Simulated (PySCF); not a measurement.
Vertical excitations of a molecule C2H11NSi3 from TDA-PBE/def2-SVPD (PySCF 2.14.0), as energy in eV (oscillator strength): 5.33 (0.002), 5.62 (0.007), 6.18 (0.005), 6.28 (0.000), 6.34 (0.035), 6.46 (0.012). Lowest triplet (TDA): 5.07 eV. Geometry optimised at PBE0-D3(BJ)/def2-SVP. The values are those of a single conformer.

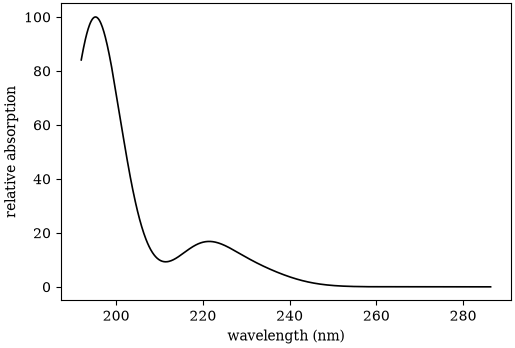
Figure: The lines broadened by 0.4 eV.

Which structure fits?
A) [SiH3]N1[SiH2]CC[SiH2]1
B) C[SiH2]/C([SiH3])=N/[SiH3]
C) [SiH3]C1([SiH3])NC[SiH2]1
D) [SiH3]/N=C\C([SiH3])[SiH3]

A, [SiH3]N1[SiH2]CC[SiH2]1
